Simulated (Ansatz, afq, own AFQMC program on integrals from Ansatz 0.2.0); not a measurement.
# Ge2H2 (triplet): AFQMC on the coupled-cluster ladder at angle Ge2–Ge1–H3 = 120.3°, cc-pVDZ

How near does AFQMC come to the top of the ladder for Ge2H2 (triplet)?

Method: cc-pVDZ, frozen cores; program: Ansatz 0.2.0, Gaussian basis, and an in-house AFQMC program (afq) on its integrals; all values are calculated.

The runs, in order: PBE (unrestricted); r2SCAN (unrestricted); PBE0 (unrestricted); B3LYP (unrestricted); wB97M-V (unrestricted); B2PLYP (unrestricted); CCSD(T) on UHF; CCSDT(Q) on UHF; Phaseless AFQMC, CISD trial on UHF; Phaseless AFQMC, single-determinant trial on UHF; Free-projection AFQMC, CISD trial on UHF.

2 further runs of the same task are left out: 2 that didn't finish.

### 1 What is computed

The geometry derives from a PBE0/def2-TZVP stationary point (not a proven minimum). One angle is set to the value named; bond lengths are kept. No spin-orbit coupling is included. The filled d shell of Ge may be among the frozen orbitals whatever the setting's name suggests; the logs give the count.

4 atoms, charge 0, spin multiplicity 3.

Atoms are counted from 1 here; the program's logs count them from 0.

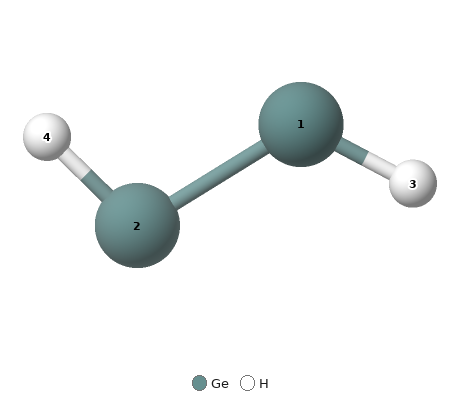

The geometry (germanium teal, hydrogen white); atoms are numbered from 1 in the order of the file.

Coordinates:

```
Ge    0.00000    0.11293    1.19511
Ge    0.00000   -0.11114   -1.20111
H     0.00000    1.54641    1.86227
H     0.00000   -1.67563   -1.42991
```

### 2 PBE (unrestricted)

in.yaml reads:

```yaml
crystal:
  periodic: [false, false, false]
  atoms:
    - {symbol: Ge, position_ang: [0.000000, 0.112929, 1.195106]}
    - {symbol: Ge, position_ang: [0.000000, -0.111136, -1.201106]}
    - {symbol: H, position_ang: [0.000000, 1.546414, 1.862270]}
    - {symbol: H, position_ang: [0.000000, -1.675628, -1.429909]}
basis:
  gaussian: {orbitals: cc-pVDZ}
magnetization: {spin_polarized: true, initial_magnetization: 2}
hamiltonian: {xc: {name: PBE}}
output: {orbitals: {seedname: orbitals}}
```

Run with:

```sh
$ ansatz run in.yaml --threads 1 --pin off --events-out ev --progress --plain --max-ram 1382MiB
```

Standard output:

```text
Functional definition: PBE
  name "PBE"
  cite "Perdew, Burke & Ernzerhof, Phys. Rev. Lett. 77, 3865 (1996) doi:10.1103/PhysRevLett.77.3865"
  parent pbe
  parameter kappa = 0.804
  parameter beta = 0.06672455060314922
  exchange = pbe_x(kappa = kappa, mu = beta*pi^2/3)
  correlation = pbe_c(beta = beta)
742 factors; integrals over basis functions are off by at most 1.2e-3 eV
mean field evaluation 1: about -113047.5475 eV, gradient 8.4e0 eV
mean field evaluation 2: about -113047.8498 eV, gradient 5.2e0 eV
mean field evaluation 4: about -113048.0827 eV, gradient 1.4e0 eV
mean field evaluation 8: about -113048.1006 eV, gradient 1.0e-2 eV
mean field evaluation 16: about -113046.4225 eV, gradient 2.7e0 eV
mean field -113048.10064259 eV, -4154.4410718603 hartree, gradient 2.7e-5 eV, S^2 2.003278; 1 other end points of the search recorded, 0 dependent functions left out
reference -113048.10067486 eV, -4154.4410730461 hartree; 34, 32 occupied and 30, 32 virtual orbitals, 742 factors
Total energy: -113048.10067486 eV, -4154.4410730461 hartree
```

Wall time 2.8 s (1 thread of Arm Neoverse V2, shared host).

From the report: ⟨S²⟩ of the determinant 2.003 (pure triplet: 2.00).

### 3 r2SCAN (unrestricted)

Changes to in.yaml since step 2:

```diff
@@ -10,3 +10,2 @@
 magnetization: {spin_polarized: true, initial_magnetization: 2}
-hamiltonian: {xc: {name: PBE}}
-output: {orbitals: {seedname: orbitals}}
+hamiltonian: {xc: {name: r2SCAN}}
```

The command is unchanged.

Standard output:

```text
Functional definition: r2SCAN
  name "r2SCAN"
  cite "Furness, Kaplan, Ning, Perdew & Sun, J. Phys. Chem. Lett. 11, 8208 (2020) doi:10.1021/acs.jpclett.0c02405"
  cite "Furness, Kaplan, Ning, Perdew & Sun, J. Phys. Chem. Lett. 11, 9248 (2020) doi:10.1021/acs.jpclett.0c03077"
  parent r2scan
  parameter k0 = 0.174
  parameter k1 = 0.065
  parameter a1 = 4.9479
  exchange = r2scan_x(k0 = k0, k1 = k1, a1 = a1)
  correlation = r2scan_c
742 factors; integrals over basis functions are off by at most 1.2e-3 eV
mean field evaluation 1: about -113064.2067 eV, gradient 6.6e0 eV
mean field evaluation 2: about -113064.4554 eV, gradient 3.5e0 eV
mean field evaluation 4: about -113064.5565 eV, gradient 1.0e0 eV
mean field evaluation 8: about -113064.5687 eV, gradient 8.6e-3 eV
mean field evaluation 16: about -113064.5687 eV, gradient 5.6e-5 eV
mean field -113064.56865433 eV, -4155.0462601295 hartree, gradient 5.6e-5 eV, S^2 2.009589; 1 other end points of the search recorded, 0 dependent functions left out
reference -113064.56866489 eV, -4155.0462605176 hartree; 34, 32 occupied and 30, 32 virtual orbitals, 742 factors
Total energy: -113064.56866489 eV, -4155.0462605176 hartree
```

Run time: 5.5 s. Hardware: 1 thread of Arm Neoverse V2, shared host.

From the report: ⟨S²⟩ of the determinant 2.010 (pure triplet: 2.00).

### 4 PBE0 (unrestricted)

Changes to in.yaml since step 3:

```diff
@@ -10,2 +10,3 @@
 magnetization: {spin_polarized: true, initial_magnetization: 2}
-hamiltonian: {xc: {name: r2SCAN}}
+hamiltonian: {xc: {name: PBE0}}
+output: {orbitals: {seedname: orbitals}}
```

Launched as before.

Standard output:

```text
Functional definition: PBE0
  name "PBE0"
  cite "Adamo & Barone, J. Chem. Phys. 110, 6158 (1999) doi:10.1063/1.478522"
  cite "Perdew, Burke & Ernzerhof, Phys. Rev. Lett. 77, 3865 (1996) doi:10.1103/PhysRevLett.77.3865"
  parent pbe
  parameter a = 0.25
  parameter kappa = 0.804
  parameter beta = 0.06672455060314922
  exchange = (1 - a)*pbe_x(kappa = kappa, mu = beta*pi^2/3) + a*exact_x
  correlation = pbe_c(beta = beta)
742 factors; integrals over basis functions are off by at most 1.2e-3 eV
mean field evaluation 1: about -113050.6752 eV, gradient 5.3e0 eV
mean field evaluation 2: about -113050.8822 eV, gradient 2.1e0 eV
mean field evaluation 4: about -113050.9225 eV, gradient 5.1e-1 eV
mean field evaluation 8: about -113050.9364 eV, gradient 3.9e-2 eV
mean field evaluation 16: about -113050.9364 eV, gradient 1.0e-4 eV
mean field -113050.93643634 eV, -4154.5452853586 hartree, gradient 2.3e-5 eV, S^2 2.007713; 3 other end points of the search recorded, 0 dependent functions left out
reference -113050.93646063 eV, -4154.5452862513 hartree; 34, 32 occupied and 30, 32 virtual orbitals, 742 factors
Total energy: -113050.93646063 eV, -4154.5452862513 hartree
```

Run time: 3.9 s. Hardware: 1 thread of Arm Neoverse V2, shared host.

From the report: ⟨S²⟩ of the determinant 2.008 (pure triplet: 2.00).

### 5 B3LYP (unrestricted)

Changes to in.yaml since step 4:

```diff
@@ -10,3 +10,2 @@
 magnetization: {spin_polarized: true, initial_magnetization: 2}
-hamiltonian: {xc: {name: PBE0}}
-output: {orbitals: {seedname: orbitals}}
+hamiltonian: {xc: {name: B3LYP}}
```

The command is unchanged.

Standard output, shortened:

```text
Functional definition: B3LYP
  name "B3LYP"
  cite "Stephens, Devlin, Chabalowski & Frisch, J. Phys. Chem. 98, 11623 (1994) doi:10.1021/j100096a001"
  cite "Becke, Phys. Rev. A 38, 3098 (1988) doi:10.1103/PhysRevA.38.3098"
  cite "Lee, Yang & Parr, Phys. Rev. B 37, 785 (1988) doi:10.1103/PhysRevB.37.785"
  cite "Vosko, Wilk & Nusair, Can. J. Phys. 58, 1200 (1980) doi:10.1139/p80-159"
[...]
742 factors; integrals over basis functions are off by at most 1.2e-3 eV
[...]
mean field -113067.86950995 eV, -4155.1675643361 hartree, gradient 4.4e-5 eV, S^2 2.004744; 1 other end points of the search recorded, 0 dependent functions left out
reference -113067.86972516 eV, -4155.1675722449 hartree; 34, 32 occupied and 30, 32 virtual orbitals, 742 factors
Total energy: -113067.86972516 eV, -4155.1675722449 hartree
```

Wall time 3.4 s (1 thread of Arm Neoverse V2, shared host).

From the report: ⟨S²⟩ of the determinant 2.005 (pure triplet: 2.00).

### 6 wB97M-V (unrestricted)

Changes to in.yaml since step 5:

```diff
@@ -10,2 +10,3 @@
 magnetization: {spin_polarized: true, initial_magnetization: 2}
-hamiltonian: {xc: {name: B3LYP}}
+hamiltonian: {xc: {name: wB97M-V}}
+output: {orbitals: {seedname: orbitals}}
```

Same command.

Standard output, shortened:

```text
Functional definition: wB97M-V
  name "wB97M-V"
  cite "Mardirossian & Head-Gordon, J. Chem. Phys. 144, 214110 (2016) doi:10.1063/1.4952647"
  cite "Becke, J. Chem. Phys. 107, 8554 (1997) doi:10.1063/1.475007"
  cite "Vydrov & Van Voorhis, J. Chem. Phys. 133, 244103 (2010) doi:10.1063/1.3521275"
  # Of w^i u^j: cxij and so on, Table III.
[...]
  gx(w, u) = 1 - cx + cx01*u + cx10*w
  gss(w, u) = css00 + css04*u^4 + css10*w + css20*w^2 + css43*w^4*u^3
  gos(w, u) = cos00 + cos10*w + (cos20 + cos21*u)*w^2 + (cos60 + cos61*u)*w^6
[...]
      + integral(e_c_pw_mod_opposite_spin*gos(b97_w_opposite, b97_u_opposite)) + vv10(b, c)
742 factors; integrals over basis functions are off by at most 1.2e-3 eV
200 factors; integrals over basis functions are off by at most 4.4e-6 eV
[...]
mean field -113058.66368474 eV, -4154.8292564997 hartree, gradient 1.7e-5 eV, S^2 2.010394; 3 other end points of the search recorded, 0 dependent functions left out
reference -113058.66371837 eV, -4154.8292577356 hartree; 34, 32 occupied and 30, 32 virtual orbitals, 742 factors
Total energy: -113058.66371837 eV, -4154.8292577356 hartree
```

Wall time 18 s (1 thread of Arm Neoverse V2, shared host); peak memory 0.31 GiB.

From the report: ⟨S²⟩ of the determinant 2.010 (pure triplet: 2.00).

### 7 B2PLYP (unrestricted)

Changes to in.yaml since step 6:

```diff
@@ -10,3 +10,3 @@
 magnetization: {spin_polarized: true, initial_magnetization: 2}
-hamiltonian: {xc: {name: wB97M-V}}
-output: {orbitals: {seedname: orbitals}}
+hamiltonian: {xc: {name: B2PLYP}}
+correlation: {electrons: outside_noble_gas}
```

Launched as before.

Standard output, shortened:

```text
Functional definition: B2PLYP
  name "B2PLYP"
  cite "Grimme, J. Chem. Phys. 124, 034108 (2006) doi:10.1063/1.2148954"
  cite "Becke, Phys. Rev. A 38, 3098 (1988) doi:10.1103/PhysRevA.38.3098"
  cite "Lee, Yang & Parr, Phys. Rev. B 37, 785 (1988) doi:10.1103/PhysRevB.37.785"
[...]
742 factors; integrals over basis functions are off by at most 1.2e-3 eV
[...]
mean field -113040.93505022 eV, -4154.1777411978 hartree, gradient 5.7e-6 eV, S^2 2.013856; 4 other end points of the search recorded, 0 dependent functions left out
28 core orbitals not correlated: weight in the atoms' cores, before any rotation towards them, 0.999 or more for the frozen orbitals, at most 0.001 for the correlated occupied ones
reference -113040.93518767 eV, -4154.1777462489 hartree; 6, 4 occupied and 30, 32 virtual orbitals, 742 factors
second order -5.17400566 eV of doubles, -0.00000000 eV of singles
Total energy: -113042.33216919 eV, -4154.2290843731 hartree
```

Wall time 4.6 s (1 thread of Arm Neoverse V2, shared host).

From the report: ⟨S²⟩ of the determinant 2.014 (pure triplet: 2.00).

### 8 CCSD(T) on UHF

Changes to in.yaml since step 7:

```diff
@@ -10,3 +10,2 @@
 magnetization: {spin_polarized: true, initial_magnetization: 2}
-hamiltonian: {xc: {name: B2PLYP}}
-correlation: {electrons: outside_noble_gas}
+correlation: {method: ccsd_t, electrons: outside_noble_gas, hamiltonian_folder: ham}
```

The command is unchanged.

Standard output, shortened:

```text
Functional definition: HF
  name "HF"
  cite "Fock, Z. Phys. 61, 126 (1930) doi:10.1007/BF01340294"
  parent pbe
[...]
742 factors; integrals over basis functions are off by at most 1.2e-3 eV
[...]
mean field -112975.42995931 eV, -4151.7704735077 hartree, gradient 2.4e-6 eV, S^2 2.032373; 11 other end points of the search recorded, 0 dependent functions left out
determinant -112975.42995931 eV, -4151.7704735077 hartree, with singles and doubles -112980.35887845 eV, -4151.9516079454 hartree
determinant -112974.05916403 eV, -4151.7200977104 hartree, with singles and doubles -112978.77348594 eV, -4151.8933458451 hartree
determinant -112973.95377830 eV, -4151.7162248562 hartree, with singles and doubles -112978.68627196 eV, -4151.8901407905 hartree
determinant -112973.87592843 eV, -4151.7133639262 hartree, with singles and doubles -112978.84811632 eV, -4151.8960884609 hartree
determinant -112973.62361766 eV, -4151.7040916765 hartree, with singles and doubles -112978.75608716 eV, -4151.8927064517 hartree
determinant -112972.53777283 eV, -4151.6641876152 hartree, with singles and doubles -112977.91672172 eV, -4151.8618603408 hartree
determinant -112972.19459770 eV, -4151.6515761618 hartree, with singles and doubles -112977.83999972 eV, -4151.8590408593 hartree
28 core orbitals not correlated: weight in the atoms' cores, before any rotation towards them, 1.000 or more for the frozen orbitals, at most 0.000 for the correlated occupied ones
reference -112975.42995931 eV, -4151.7704735077 hartree; 6, 4 occupied and 30, 32 virtual orbitals, 742 factors
second order -3.90186536 eV of doubles, -0.00000000 eV of singles
cycle   1  -4.92930589 eV  change   -3.9e-4 eV  update   2.9e-3
[...]
cycle   9  -4.93171174 eV  change    4.1e-6 eV  update   4.3e-6
perturbative correction -0.18918382 eV, -0.0069523772 hartree
Total energy: -112980.55085487 eV, -4151.9586629485 hartree
```

It took 11 s on 1 thread of Arm Neoverse V2, shared host.

From the report: ⟨S²⟩ of the determinant 2.032 (pure triplet: 2.00); correlation -5.1209 eV; T1 0.036; largest double amplitude 0.12.

This run also writes the integrals to the folder ham.

(Part 1 of 2 ends here.)
